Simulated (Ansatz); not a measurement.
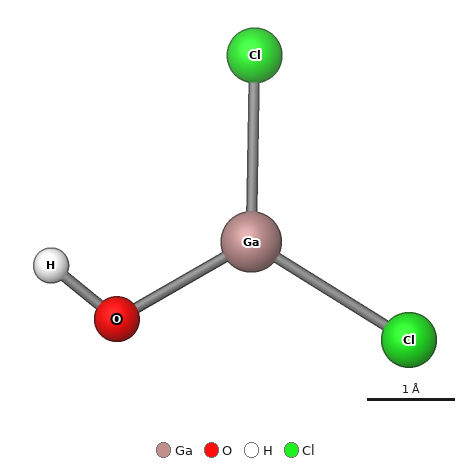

Fig. 1: The structure as given in the input (ball-and-stick view, seen on its broad side). Sticks mark near contacts. Bond lengths as drawn: Cl–Ga 2.14 to 2.15 Å, Ga–O 1.79 Å and H–O 0.98 Å.

# Molecular dynamics, with input and output: GaHCl2O

- system: GaHCl2O
- method: RKS PBE/def2-SVP (Ansatz 0.2.0)

One setting was made poor on purpose. It belongs to a series of runs on one base structure; here: an input spoilt on purpose.

Input
```yaml
crystal:
  periodic: [false, false, false]
  atoms:
    - { symbol: Ga, position_ang: [-0.013977, -0.035437, -0.027434] }
    - { symbol: O, position_ang: [0.016332, -0.121294, 1.757181] }
    - { symbol: H, position_ang: [-0.890993, -0.157275, 2.117353] }
    - { symbol: Cl, position_ang: [1.853908, 0.046658, -1.063011] }
    - { symbol: Cl, position_ang: [-1.87477, -0.014052, -1.10699] }
basis:
  gaussian: { orbitals: def2-SVP }
hamiltonian:
  xc: pbe
md:
  timestep: 0.5
  n_steps: 25
  ensemble: nve
  temperature: 300.0
  initial_velocities: maxwell_boltzmann
  seed: 823751
  friction: 0.01
```

Launch command:
```bash
ansatz run input.yaml --threads 2 --pin off --max-ram 3072MiB --backend cpu --events-out ev --progress --plain --runs-dir out
```

Log
```
Error: invalid value for `md.friction`: only applies to ensemble: nvt_langevin or npt_langevin — drop it or switch ensemble
```

Outcome

| quantity | value |
| --- | --- |
| outcome | refused by the program |
| hardware | 2 threads of Arm Neoverse V1, 24 GiB of memory available, shared host |

What went wrong

The program refused the input: “invalid value for `md.friction`: only applies to ensemble: nvt_langevin or npt_langevin — drop it or switch ensemble” A deliberately poor setting: bad input.
